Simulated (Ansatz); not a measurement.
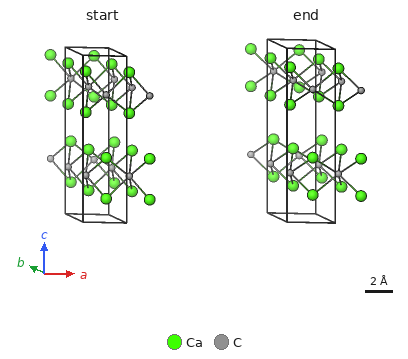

The structure of solid Ca2C (built on the 2H molybdenite_194 type) (coarse preliminary run) before (left) and after (right) a relaxation, at one scale.

The picture is a ball-and-stick view of the cell of the calculation, repeated 2 × 3 × 1 with one cell outlined, seen slightly off an axis.

Case: 2H molybdenite type (P6_3/mmc, No. 194).

All numbers below come from DFT PBE, scalar-relativistic, plane waves, PAW in Ansatz 0.2.0. (plane-wave cutoff 420 eV; k-point mesh 6 × 6 × 2; occupations gaussian; smearing width 0.1 eV; no spin polarisation; cell and atoms relaxed; force threshold 0.04 eV/Å; at most 70 steps)

What changed between the two?

Answer. The largest moves relative to the cell, 0.20 Å, are those of Ca atoms. C stays in place. The volume changes by +28.6 %, with a = b 3.293 → 3.658 Å (+11.1 %), c 12.807 → 13.343 Å (+4.2 %). Among the contacts that change: Ca–Ca 3.293 → 3.658 Å, Ca–Ca 3.138 → 2.869 Å, C–Ca 2.465 → 2.553 Å. Among the angles between lasting bonds that change: Ca–C–Ca 79.1° → 68.4°, Ca–C–Ca 83.8° → 91.5°, C–Ca–C 83.8° → 91.5°. The space group stays P6_3/mmc (No. 194). Over 4 accepted moves (6 points after the start) the energy falls by 194 meV per atom. The largest force component goes from 0.53 to 0.024 eV/Å. Pressure: 9.91 GPa at the start and 0.15 GPa at the end. The SCF was repeated twice at an unchanged geometry on a basis and grid sized afresh for the cell, which shifted the energy by 8.1 meV per atom at most. Cost: 13 s on 1 thread of Intel(R) Xeon(R) 6975P-C (Granite Rapids), on a shared host, peak memory 0.41 GiB.
